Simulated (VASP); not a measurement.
Band structure of Bi$_{2}$Te$_{3}$ (tetradymite). Method: modified Becke-Johnson potential (mBJ), VASP's PBE PAW potentials (set 64) (plane waves; VASP).

mBJ is a potential without an energy functional, so only the levels count. Without a dispersion term in the relaxation, distances and binding between the weakly bound layers, chains or molecules are unreliable, and so is what depends on them. Unless said otherwise, spin-orbit coupling is left out, though it shifts the bands of the heavy elements here.

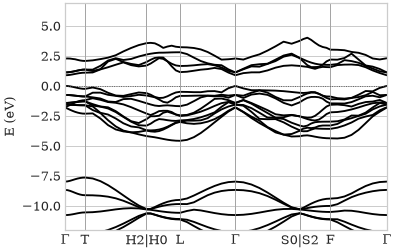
Fig. 1. Bands along high-symmetry lines, zero at the valence-band maximum or, without a gap, the Fermi level

Task: Read the plot: is there a gap, and where are the band edges?

Result: The gap is direct, 0.89 eV, from the valence maximum at Γ to the conduction minimum at Γ.

The compound is Bi2Te3 in the tetradymite structure. It was relaxed first, which changed the volume by +7 %. The cell's shape comes from a PBE relaxation.
